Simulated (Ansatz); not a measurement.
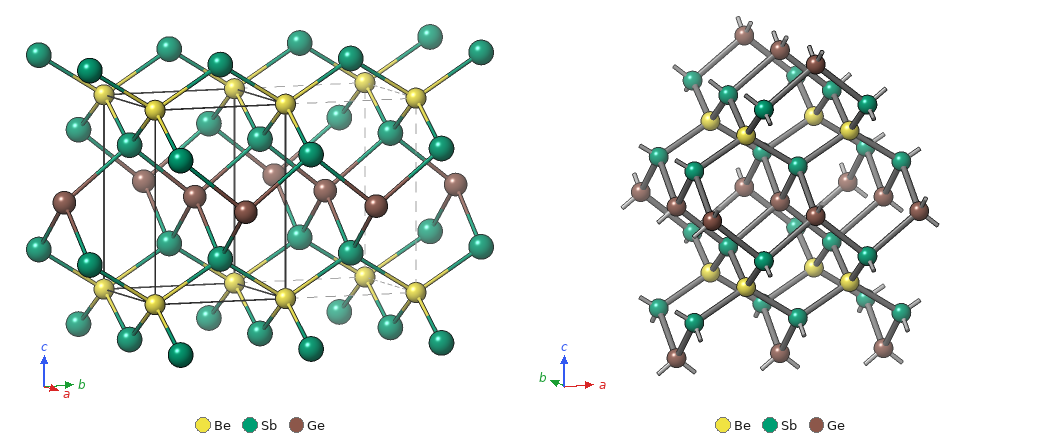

Left: the structure. Right: its underlying net. Nodes are coloured by element. Edges to nodes outside the piece are drawn as stubs.

The compound is BeGeSb2 (space group P-4m2, No. 115), taken as the input geometry of an electronic-structure calculation (not necessarily at equilibrium); the starting structure was generated, so it need not be a known form of this composition.

Bonds are taken as Be–Sb below 2.8 Å and Ge–Sb below 3 Å. The graph is simplified in the usual way: terminal and isolated atoms are pruned, two-connected atoms become edges.

The result is a uninodal 4-connected, three-periodic net: Be, Sb and Ge are 4-connected nodes. It is the dia net, known from diamond, zinc blende and cristobalite. It is a single net, without interpenetration.

```tsv
node	links	point symbol	coordination sequence
Be, Sb and Ge	4	6⁶	4 12 24 42 64 92 124 162 204 252
```
